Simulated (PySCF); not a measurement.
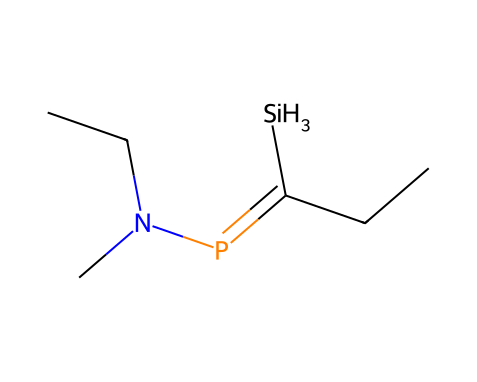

Computed geometry: GFN2-xTB optimisation. No frequency run is at hand to confirm it as a minimum. Level of theory: PBE0/pcSseg-1, gas phase (PySCF 2.14.0).

Q: Give the HOMO energy (Kohn–Sham orbital) at this level.

A: −5.82 eV.

Q: Estimate the dipole moment.

A: 1.02 D.

Q: Give the HOMO–LUMO gap at this level.

A: 4.43 eV.

The geometry is semi-empirical. Around P, Si such bond lengths and angles can be off by a tenth of an ångström or more and by several degrees, and values that hang on the shape move with them.
